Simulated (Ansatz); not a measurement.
Frequency calculation, with input and output: WH6

The run: frequency calculation of WH6. Method and program: RKS BLYP/def2-SVP (Ansatz 0.2.0).

It belongs to a series of runs on one base structure; here: vibrations at the highest image of the band. Figures and captions count atoms from 1; the log counts them from 0 in places.

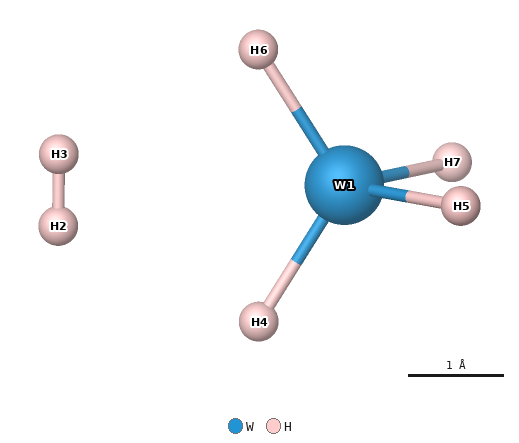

The input geometry (ball-and-stick view, seen at a tilt; atoms are numbered from 1 in the order of the input). Sticks mark near contacts. Bond lengths as drawn: H–H 0.77 Å and H–W 1.71 to 1.72 Å.

The input:
```yaml
crystal:
  periodic: [false, false, false]
  atoms:
    - { symbol: W, position_ang: [-0.424254, -0.020727, -0.42842] }
    - { symbol: H, position_ang: [1.670544, 0.443346, 1.739452] }
    - { symbol: H, position_ang: [1.741641, -0.321498, 1.690561] }
    - { symbol: H, position_ang: [0.104226, 1.458999, 0.258381] }
    - { symbol: H, position_ang: [-2.126956, -0.213552, -0.285192] }
    - { symbol: H, position_ang: [0.413888, -1.431831, 0.0676] }
    - { symbol: H, position_ang: [-0.479389, 0.085263, -2.142679] }
basis:
  gaussian: { orbitals: def2-SVP }
hamiltonian:
  xc: blyp
phonons: {}
```

Run as:
```bash
ansatz run input.yaml --threads 1 --pin off --max-ram 2048MiB --backend cpu --events-out ev --progress --plain --runs-dir out
```

The program's output:
```
Engine: ansatz 0.2.0, aarch64-unknown-linux-gnu
Functional definition: BLYP
  parameter beta = 0.0042
  parameter a = 0.04918
  parameter b = 0.132
  parameter c = 0.2533
  parameter d = 0.349
  exchange = b88_x(beta = beta)
  correlation = lyp_c(a = a, b = b, c = c, d = d)
655 factors; their error is unknown
mean field evaluation 1: about -1915.5648 eV, gradient 1.8e1 eV
mean field evaluation 2: about -1915.6462 eV, gradient 2.0e1 eV
mean field evaluation 4: about -1916.6087 eV, gradient 1.1e1 eV
mean field evaluation 8: about -1916.9162 eV, gradient 8.1e0 eV
mean field evaluation 16: about -1916.5423 eV, gradient 1.1e1 eV
mean field evaluation 32: about -1916.9942 eV, gradient 8.7e-8 eV
mean field evaluation 64: about -1916.9788 eV, gradient 2.2e0 eV
mean field -1917.09785936 eV, -70.4520468758 hartree, gradient 2.7e-5 eV, S^2 0.000000; 5 other end points of the search recorded, 0 dependent functions left out
the calculation of the forces begins
reference -1917.09822051 eV, -70.4520601478 hartree; 10, 10 occupied and 52, 52 virtual orbitals, 655 factors
these checks for a lower state are left out or cut short: stability, starts, cluster_reference, orbital_swaps, neighbouring_geometries, increment
655 factors; their error is unknown
mean field -1917.09779947 eV, -70.4520446750 hartree, gradient 1.1e-6 eV, S^2 0.000000; 0 other end points of the search recorded, 0 dependent functions left out
[... from here on the field's lines of each further geometry are left out, up to the last ...]
the calculation of the forces begins
reference -1917.09817587 eV, -70.4520585075 hartree; 10, 10 occupied and 52, 52 virtual orbitals, 655 factors
these checks for a lower state are left out or cut short: stability, starts, cluster_reference, orbital_swaps, neighbouring_geometries, increment
655 factors; their error is unknown
mean field evaluation 352: about -1917.0978 eV, gradient 5.1e-7 eV
mean field -1917.09781589 eV, -70.4520452785 hartree, gradient 1.1e-6 eV, S^2 0.000000; 0 other end points of the search recorded, 0 dependent functions left out
the calculation of the forces begins
reference -1917.09817709 eV, -70.4520585524 hartree; 10, 10 occupied and 52, 52 virtual orbitals, 655 factors
WARN: phonons: modes at or below zero, which the zero-point energy, F, S and C_V leave out: 2, the lowest at -184.02 cm⁻¹. A minimum has none, and a first-order saddle one
Total energy: -1917.09822051 eV, -70.4520601478 hartree
Atom 0 at    -0.424254    -0.020727    -0.428420 Å, force     0.002997    -0.000001     0.000886 eV/Å
Atom 1 at     1.670544     0.443346     1.739452 Å, force    -0.004303     0.000181     0.003117 eV/Å
Atom 2 at     1.741641    -0.321498     1.690561 Å, force    -0.001686    -0.000358     0.001305 eV/Å
Atom 3 at     0.104226     1.458999     0.258381 Å, force     0.002750    -0.001193    -0.005072 eV/Å
Atom 4 at    -2.126956    -0.213552    -0.285192 Å, force     0.001117     0.000636     0.003930 eV/Å
Atom 5 at     0.413888    -1.431831     0.067600 Å, force     0.002711     0.000350    -0.004002 eV/Å
Atom 6 at    -0.479389     0.085263    -2.142679 Å, force    -0.003585     0.000385    -0.000163 eV/Å
Dipole moment:     0.127116     0.005347     0.128158 e Å
Vibrations: -184.02 -133.01 205.27 311.44 410.22 431.10 476.93 555.87 642.16 872.07 1937.04 1942.34 1947.15 1983.19 4213.97 cm⁻¹, zero-point energy 0.987457 eV
```

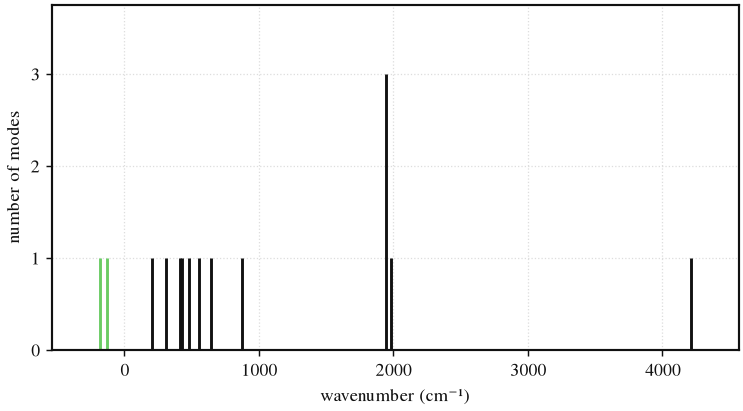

Harmonic vibrational wavenumbers from the force constants; neighbouring modes closer than 20 cm⁻¹ are counted in one stick, and imaginary ones are drawn at negative wavenumbers. 15 modes from 184i to 4214 cm⁻¹, 2 imaginary beyond 8i (184i, 133i cm⁻¹): not a minimum.

Key numbers:

| quantity | value |
| --- | --- |
| outcome | converged |
| total energy | −1917.0982 eV |
| mean-field energy | −1917.0982 eV |
| largest force (length of the vector) | 0.006 eV/Å |
| hardware | 1 thread of Arm Neoverse V2, 24 GiB of memory available, shared host |
| wall time | 44 s |
| peak memory | 0.12 GiB |
